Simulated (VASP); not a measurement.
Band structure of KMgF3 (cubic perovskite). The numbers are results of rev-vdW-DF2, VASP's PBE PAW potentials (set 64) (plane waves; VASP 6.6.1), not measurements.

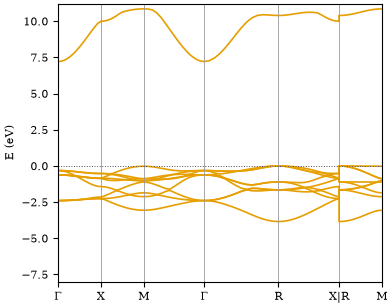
*Bands along high-symmetry lines, zero at the valence-band maximum or, without a gap, the Fermi level*

**Question.** Read the plot: is there a gap, and where are the band edges?

**Answer.** The gap is indirect, 7.21 eV, from the valence maximum at R to the conduction minimum at Γ. (Edges off the drawn lines would not show.)

Measured: gap 12.40 eV (computed value off by -5.19 eV), as given by M. Sahnoun et al., Materials Chemistry and Physics (2004), doi:10.1016/j.matchemphys.2004.11.019.

The compound is KMgF3 in the cubic perovskite structure. It was relaxed first.
